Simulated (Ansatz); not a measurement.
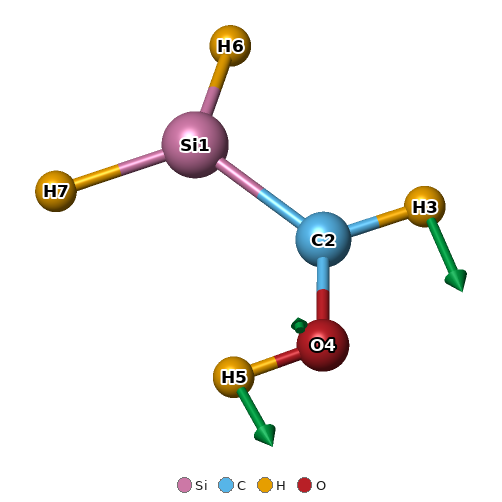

The arrows show one normal mode. Harmonic vibrations computed with RKS PBE0-D4/def2-TZVP (Ansatz 0.2.0) at a stationary point of the same level.

At what wavenumber does it lie?

1180 cm⁻¹; it is mode 9 of 15 counted from the lowest.
